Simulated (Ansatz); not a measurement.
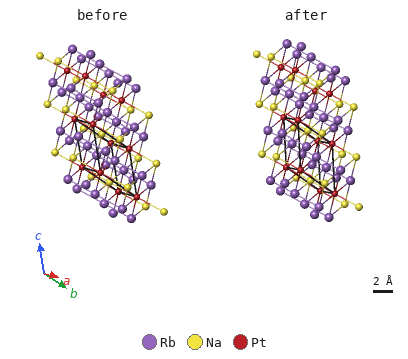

The structure of solid Rb₂NaPt (a generated structure, set up in I4/mmm) (coarse preliminary run) before (left) and after (right) a relaxation, at one scale.

The picture is a ball-and-stick view of the cell of the calculation, repeated 1 × 1 × 2 with one cell outlined, seen slightly off an axis.

Theory: DFT PBE, scalar-relativistic, plane waves, PAW in Ansatz 0.2.0. Set-up: plane-wave cutoff 420 eV; k-point mesh 4 × 4 × 4; occupations gaussian; smearing width 0.1 eV; no spin polarisation; cell and atoms relaxed; force threshold 0.04 eV/Å; at most 70 steps.

Q: Summarise the run.

A: The atoms keep their places relative to the cell (all moves are under 0.005 Å). The drawn cell changes as follows: a = b = c 5.658 → 5.759 Å (+1.8 %), α 114.4° → 108.5°, β 114.4° → 108.5°, γ 100.0° → 111.5°; the volume changes by +7.5 %. Near-neighbour distances that change, for instance: Rb–Rb 3.638 → 3.240 Å, Na–Pt 3.638 → 3.240 Å, Pt–Rb 3.065 → 3.366 Å, Na–Rb 3.065 → 3.366 Å. The space group stays I4/mmm (No. 139). The energy falls by 153 meV per atom in 3 accepted moves (4 points after the start). All forces vanish by symmetry, so only the cell relaxes. Pressure: 2.89 GPa at the start and 0.28 GPa at the end. The SCF was repeated once at an unchanged geometry on a basis and grid sized afresh for the cell, which shifted the energy by 0.6 meV per atom at most.
